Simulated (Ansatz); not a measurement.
Partial pair distribution functions of a relaxed model of amorphous Ti₂₀O₄₅Nb₂, broadened by 0.06 Å; density 3.72 g/cm³. Computed with PBE, scalar-relativistic without spin-orbit coupling (plane waves to 420 eV, PAW; Ansatz, an electronic-structure program).

A CHGNet melt-quench gave the starting glass, which DFT then relaxed. O atoms were pushed apart under 1.9 Å during the dynamics, to hinder bonds among them. The hot cell started wider than the set density and was brought back towards it in steps. It is the lowest in DFT energy of 2 quenches. It is a model cell: composition and starting density were chosen by hand, and all elements were melted together. No dispersion term was used. Its density started from a set value of 3.72 and ended at 3.72 g/cm³. Cooling (nominally 300 K/ps over its main leg) ran many orders faster than in experiment, which tends to leave more defects and strain. One small periodic cell is one sample of the glass; other quenches scatter about these values. The volume was held where the preparation left it and the shape relaxed, at a PBE pressure of 2.2 GPa. Stress components on the final sampling reach 2.3 GPa. On a 2×2×2 Γ-centred mesh force components of up to 0.13 eV/Å stay, since the relaxation ran on the zone centre alone.

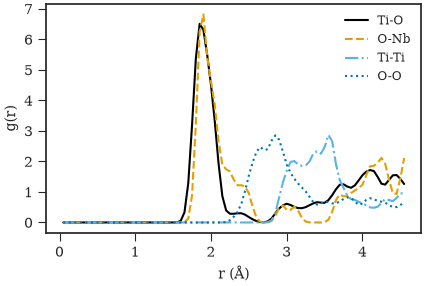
Partial pair distribution functions

Highest peaks under 4.5 Å: Ti-O near 1.85 Å, O-Nb near 1.90 Å, Ti-Ti near 3.55 Å, O-O near 2.85 Å; pairs of few atoms are noisy.

Within 2.62 Å each Ti has 5.25 O neighbours on average.
